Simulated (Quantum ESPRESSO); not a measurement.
# two Fe on Si sites of Si, 3.84 Å apart: parallel and opposed starts

Aim: find out which collinear order of two Fe on Si sites of Si, 3.84 Å apart costs least.

Main program and level: Quantum ESPRESSO 7.5; PBE; plane waves with GBRV 1.5 PBE potentials, no spin-orbit coupling.

## Step 1: Starting point

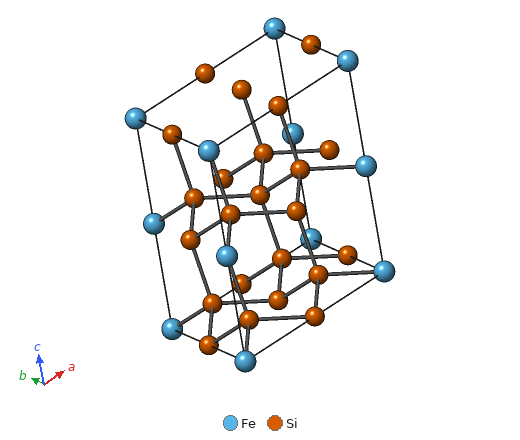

Start, viewed slightly off an axis; iron blue, silicon orange. Bonds to atoms that aren't drawn are left out. Some periodic images of atoms are drawn too.

The cell holds 16 atoms: 2 Fe and 14 Si. Cell: a = 7.681 Å, b = 7.681 Å, c = 7.681 Å, α = 60.0°, β = 60.0°, γ = 60.0°. It derives from Si.

The lattice constants of the host were typed from memory of published values.

## Step 2: Start 1: ferro ++

The signs are those of the starting moments on the seeded atoms, the atoms that are given a moment.

pw.in reads:

```
&CONTROL
  calculation = 'scf'
  prefix = 'pwscf'
  outdir = './tmp'
  pseudo_dir = './pseudo'
  disk_io = 'nowf'
/
&SYSTEM
  ibrav = 0
  celldm(1) = 8
  nat = 16
  ntyp = 2
  ecutwfc = 40
  ecutrho = 280
  nbnd = 64
  occupations = 'smearing'
  smearing = 'fd'
  degauss = 0.00367493
  nspin = 2
  starting_magnetization(1) = 0.2188
  starting_magnetization(2) = 0
/
&ELECTRONS
  conv_thr = 3.2d-08
  electron_maxstep = 150
  mixing_beta = 0.3
/
ATOMIC_SPECIES
Fe     55.8450 fe_pbe_v1.5.uspp.F.UPF
Si     28.0850 si_pbe_v1.uspp.F.UPF
CELL_PARAMETERS alat
   0.0000000000000    1.2828878228553    1.2828878228553
   1.2828878228553    0.0000000000000    1.2828878228553
   1.2828878228553    1.2828878228553    0.0000000000000
ATOMIC_POSITIONS crystal
Fe      0.0000000000    0.0000000000    0.0000000000
Si      0.1250000000    0.1250000000    0.1250000000
Fe      0.0000000000    0.0000000000    0.5000000000
Si      0.1250000000    0.1250000000    0.6250000000
Si      0.0000000000    0.5000000000    0.0000000000
Si      0.1250000000    0.6250000000    0.1250000000
Si      0.0000000000    0.5000000000    0.5000000000
Si      0.1250000000    0.6250000000    0.6250000000
Si      0.5000000000    0.0000000000    0.0000000000
Si      0.6250000000    0.1250000000    0.1250000000
Si      0.5000000000    0.0000000000    0.5000000000
Si      0.6250000000    0.1250000000    0.6250000000
Si      0.5000000000    0.5000000000    0.0000000000
Si      0.6250000000    0.6250000000    0.1250000000
Si      0.5000000000    0.5000000000    0.5000000000
Si      0.6250000000    0.6250000000    0.6250000000
K_POINTS automatic
4 4 4 0 0 0
```

The run is started by

```bash
$ OMP_NUM_THREADS=1 mpirun -n 4 pw.x -nk 4 -in pw.in > pw.out
```

The program printed:

```text
Program PWSCF v.7.5 starts

     Found identity + ( -0.0000  0.0000 -0.5000) symmetry
     This is a supercell, fractional translations are disabled
     Message from routine setup:
     using ibrav=0 with symmetry is DISCOURAGED, use correct ibrav instead

     K-points division:     npool     =       4
     Subspace diagonalization in iterative solution of the eigenvalue problem:

     G-vector sticks info
     --------------------
     sticks:   dense  smooth     PW     G-vecs:    dense   smooth      PW
     Sum        4069    2335    649               171471    74129   10849

     Using Slab Decomposition

     bravais-lattice index     =            0
     lattice parameter (alat)  =       8.0000  a.u.
     unit-cell volume          =    2162.0514 (a.u.)^3
     number of atoms/cell      =           16
     number of atomic types    =            2
     number of electrons       =        88.00
     number of Kohn-Sham states=           64
     kinetic-energy cutoff     =      40.0000  Ry
     charge density cutoff     =     280.0000  Ry
     scf convergence threshold =      3.2E-08
     mixing beta               =       0.3000
     number of iterations used =            8  plain     mixing
     Exchange-correlation= SLA  PW   PBE  PBE
                           (   1   4   3   4   0   0   0)

     celldm(1)=   8.000000  celldm(2)=   0.000000  celldm(3)=   0.000000
     celldm(4)=   0.000000  celldm(5)=   0.000000  celldm(6)=   0.000000

     crystal axes: (cart. coord. in units of alat)
               a(1) = (   0.000000   1.282888   1.282888 )
               a(2) = (   1.282888   0.000000   1.282888 )
               a(3) = (   1.282888   1.282888   0.000000 )

     reciprocal axes: (cart. coord. in units 2 pi/alat)
               b(1) = ( -0.389746  0.389746  0.389746 )
               b(2) = (  0.389746 -0.389746  0.389746 )
               b(3) = (  0.389746  0.389746 -0.389746 )

     PseudoPot. # 1 for Fe read from file:
     fe_pbe_v1.5.uspp.F.UPF
     Pseudo is Ultrasoft + core correction, Zval = 16.0
     Generated by new atomic code, or converted to UPF format
     Using radial grid of  861 points,  6 beta functions with:
                l(1) =   0
                l(2) =   0
                l(3) =   1
                l(4) =   1
                l(5) =   2
                l(6) =   2
     Q(r) pseudized with  8 coefficients,  rinner =    1.000   1.000   1.000
                                                       1.000   1.000

     PseudoPot. # 2 for Si read from file:
     si_pbe_v1.uspp.F.UPF
     Pseudo is Ultrasoft + core correction, Zval =  4.0
     Generated by new atomic code, or converted to UPF format
     Using radial grid of  899 points,  6 beta functions with:
                l(1) =   0
                l(2) =   0
                l(3) =   1
                l(4) =   1
                l(5) =   2
                l(6) =   2
     Q(r) pseudized with  8 coefficients,  rinner =    0.900   0.900   0.900
                                                       0.900   0.900

     atomic species   valence    mass     pseudopotential
     Fe               16.00    55.84500     Fe( 1.00)
     Si                4.00    28.08500     Si( 1.00)

     Starting magnetic structure
     atomic species   magnetization
     Fe              0.219
     Si              0.000

      4 Sym. Ops. (no inversion) found

   Cartesian axes

     site n.     atom                  positions (alat units)
         1        Fe     tau(   1) = (   0.0000000   0.0000000   0.0000000  )
         2        Si     tau(   2) = (   0.3207220   0.3207220   0.3207220  )
         3        Fe     tau(   3) = (   0.6414439   0.6414439   0.0000000  )
         4        Si     tau(   4) = (   0.9621659   0.9621659   0.3207220  )
         5        Si     tau(   5) = (   0.6414439   0.0000000   0.6414439  )
         6        Si     tau(   6) = (   0.9621659   0.3207220   0.9621659  )
         7        Si     tau(   7) = (   1.2828878   0.6414439   0.6414439  )
         8        Si     tau(   8) = (   1.6036098   0.9621659   0.9621659  )
         9        Si     tau(   9) = (   0.0000000   0.6414439   0.6414439  )
        10        Si     tau(  10) = (   0.3207220   0.9621659   0.9621659  )
        11        Si     tau(  11) = (   0.6414439   1.2828878   0.6414439  )
        12        Si     tau(  12) = (   0.9621659   1.6036098   0.9621659  )
        13        Si     tau(  13) = (   0.6414439   0.6414439   1.2828878  )
        14        Si     tau(  14) = (   0.9621659   0.9621659   1.6036098  )
        15        Si     tau(  15) = (   1.2828878   1.2828878   1.2828878  )
        16        Si     tau(  16) = (   1.6036098   1.6036098   1.6036098  )

     number of k points=    18  Fermi-Dirac smearing, width (Ry)=  0.0037
                       cart. coord. in units 2pi/alat
        k(    1) = (   0.0000000   0.0000000   0.0000000), wk =   0.0156250
        k(    2) = (   0.0974364   0.0974364  -0.0974364), wk =   0.0625000
        k(    3) = (  -0.1948728  -0.1948728   0.1948728), wk =   0.0312500
        k(    4) = (   0.1948728   0.0000000   0.0000000), wk =   0.0625000
        k(    5) = (  -0.0974364  -0.2923093   0.2923093), wk =   0.1250000
        [... 13 further k-points ...]

     Dense  grid:   171471 G-vectors     FFT dimensions: (  80,  80,  80)

     Smooth grid:    74129 G-vectors     FFT dimensions: (  60,  60,  60)

     Check: negative core charge=   -0.000008
     Generating pointlists ...
     new r_m :   0.2291 (alat units)  1.8332 (a.u.) for type    1
     new r_m :   0.2291 (alat units)  1.8332 (a.u.) for type    2

     Initial potential from superposition of free atoms

     starting charge      85.9906, renormalised to      88.0000
     Starting wfcs are   82 randomized atomic wfcs

     Self-consistent Calculation

     iteration #  1     ecut=    40.00 Ry     beta= 0.30
     Davidson diagonalization with overlap
     ethr =  1.00E-02,  avg # of iterations =  3.9

     total energy              =    -628.37631472 Ry
     estimated scf accuracy    <      16.09591203 Ry

     total magnetization       =     0.97 Bohr mag/cell
     absolute magnetization    =     1.36 Bohr mag/cell

     iteration #  2     ecut=    40.00 Ry     beta= 0.30
     Davidson diagonalization with overlap
     ethr =  1.00E-02,  avg # of iterations =  3.9

     total energy              =    -631.69086355 Ry
     estimated scf accuracy    <      77.57895292 Ry

     total magnetization       =     0.16 Bohr mag/cell
     absolute magnetization    =     0.33 Bohr mag/cell

     iteration #  3     ecut=    40.00 Ry     beta= 0.30
     Davidson diagonalization with overlap
     ethr =  1.00E-02,  avg # of iterations =  5.1

     total energy              =    -634.56952080 Ry
     estimated scf accuracy    <       3.18934531 Ry

     total magnetization       =     5.36 Bohr mag/cell
     absolute magnetization    =     6.12 Bohr mag/cell

     [... further iterations left out ...]

     iteration # 17     ecut=    40.00 Ry     beta= 0.30
     Davidson diagonalization with overlap
     ethr =  9.79E-10,  avg # of iterations =  1.5

     total energy              =    -634.74290386 Ry
     estimated scf accuracy    <       0.00000021 Ry

     total magnetization       =     4.24 Bohr mag/cell
     absolute magnetization    =     5.43 Bohr mag/cell

     iteration # 18     ecut=    40.00 Ry     beta= 0.30
     Davidson diagonalization with overlap
     ethr =  2.42E-10,  avg # of iterations =  2.1

     total energy              =    -634.74290395 Ry
     estimated scf accuracy    <       0.00000007 Ry

     total magnetization       =     4.24 Bohr mag/cell
     absolute magnetization    =     5.43 Bohr mag/cell

     iteration # 19     ecut=    40.00 Ry     beta= 0.30
     Davidson diagonalization with overlap
     ethr =  7.66E-11,  avg # of iterations =  1.8

     total energy              =    -634.74290398 Ry
     estimated scf accuracy    <       0.00000004 Ry

     total magnetization       =     4.24 Bohr mag/cell
     absolute magnetization    =     5.43 Bohr mag/cell

     iteration # 20     ecut=    40.00 Ry     beta= 0.30
     Davidson diagonalization with overlap
     ethr =  4.02E-11,  avg # of iterations =  1.8

     Magnetic moment per site  (integrated on atomic sphere of radius R)
     atom   1 (R=0.229)  charge= 14.1170  magn=  2.1584
     atom   2 (R=0.229)  charge=  1.8055  magn= -0.0717
     atom   3 (R=0.229)  charge= 14.1171  magn=  2.1587
     atom   4 (R=0.229)  charge=  1.8055  magn= -0.0717
     atom   5 (R=0.229)  charge=  1.8157  magn=  0.0147
     atom   6 (R=0.229)  charge=  1.8117  magn= -0.0435
     atom   7 (R=0.229)  charge=  1.8157  magn=  0.0147
     atom   8 (R=0.229)  charge=  1.8117  magn= -0.0435
     atom   9 (R=0.229)  charge=  1.8157  magn=  0.0147
     atom  10 (R=0.229)  charge=  1.8117  magn= -0.0435
     atom  11 (R=0.229)  charge=  1.8157  magn=  0.0147
     atom  12 (R=0.229)  charge=  1.8117  magn= -0.0435
     atom  13 (R=0.229)  charge=  1.8185  magn=  0.0045
     atom  14 (R=0.229)  charge=  1.8225  magn= -0.0036
     atom  15 (R=0.229)  charge=  1.8185  magn=  0.0045
     atom  16 (R=0.229)  charge=  1.8225  magn= -0.0036

     End of self-consistent calculation

     [... lines left out ...]
     the Fermi energy is     6.3813 ev

!    total energy              =    -634.74290400 Ry
     estimated scf accuracy    <       0.00000002 Ry
     smearing contrib. (-TS)   =      -0.00587310 Ry
     internal energy E=F+TS    =    -634.73703089 Ry

     The total energy is F=E-TS. E is the sum of the following terms:
     one-electron contribution =    -480.41697245 Ry
     hartree contribution      =     271.67271919 Ry
     xc contribution           =    -118.34811196 Ry
     ewald contribution        =    -307.64466569 Ry

     total magnetization       =     4.24 Bohr mag/cell
     absolute magnetization    =     5.43 Bohr mag/cell

     convergence has been achieved in  20 iterations

=------------------------------------------------------------------------------=
   JOB DONE.
=------------------------------------------------------------------------------=
```

The job ended after 3.3 min (4 MPI ranks of AMD EPYC 7B13 (Zen 3), shared host; peak memory 1.7 GiB; 13 min of CPU time).

Spin moment in the atom's sphere by atom:

| atom | spin moment in the atom's sphere (μB) |
| --- | --- |
| Fe1 | 2.16 |
| Si2 | -0.07 |
| Fe3 | 2.16 |
| Si4 | -0.07 |
| Si5 | 0.01 |
| Si6 | -0.04 |
| Si7 | 0.01 |
| Si8 | -0.04 |
| Si9 | 0.01 |
| Si10 | -0.04 |
| Si11 | 0.01 |
| Si12 | -0.04 |
| Si13 | 0.00 |
| Si14 | 0.00 |
| Si15 | 0.00 |
| Si16 | 0.00 |

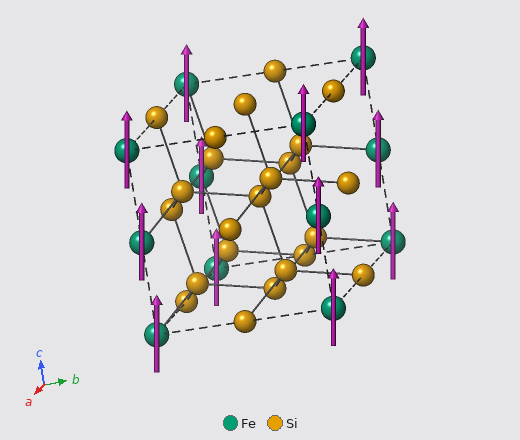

Spin moment in the atom's sphere as arrows, the longest 2.16 μB. Up and down stand for the sign. Arrows give size and sign along the axis of quantisation, drawn up and down the page. Bonds to atoms that aren't drawn are left out. Some periodic images of atoms are drawn too.

This step gave:

```yaml
smearing_term_ts: 0.07991 eV
magnetization: 4.24 μB
absolute_magnetization: 5.431 μB
final_state: ferromagnetic
```

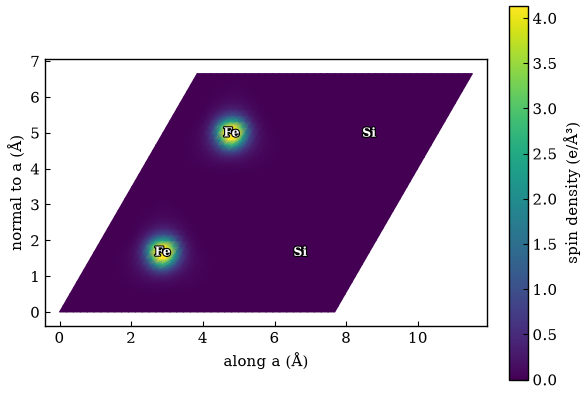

Spin density in the ac plane at fractional y = 0.000, with atoms of Fe and Si within 0.2 Å of it. The map starts off the cell's origin, so that atoms lie inside it.

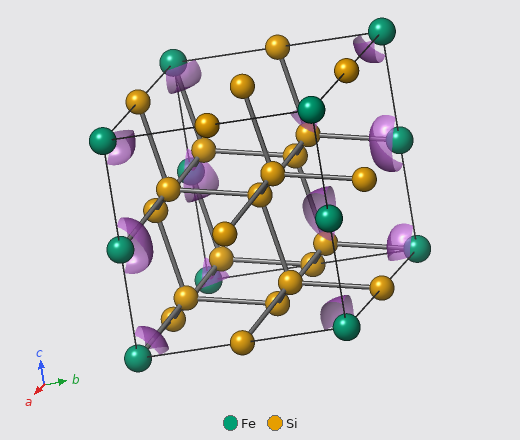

Surface of spin density = 0.18 e/Å³, which holds about 70 % of the integral of its size. Bonds to atoms that aren't drawn are left out.

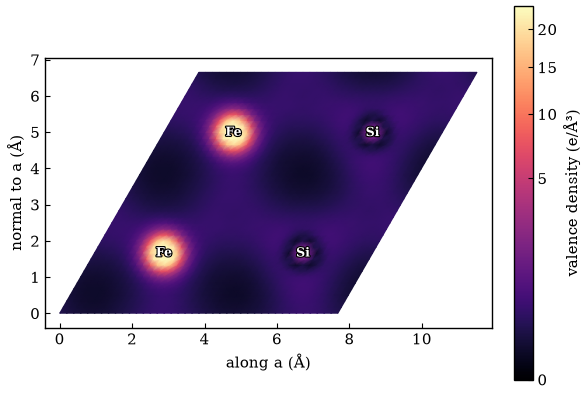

Valence density in the ac plane at fractional y = 0.000, with atoms of Fe and Si within 0.2 Å of it. It is the smooth field of the valence electrons, not physical close to the nuclei. The map starts off the cell's origin, so that atoms lie inside it. The colour scale is stretched toward low values.

[end of part 1 of 2]

[Logs and program files are shortened in this print: banners, set-up blocks, solver, clock and traceback lines can be left out without a mark of their own.]

[Logs are printed without paths, hosts, clocks, repeated set-up lines and the standing remarks that a program may print on its own settings, such as how far it seeks lower states.]

[Hosts, paths, dates, database ids (printed as entryN), source tags and the programs' standing remarks are cut or masked in the printed files.]

[Where a cell is said to come from a database of computed structures, the database is the Materials Project.]
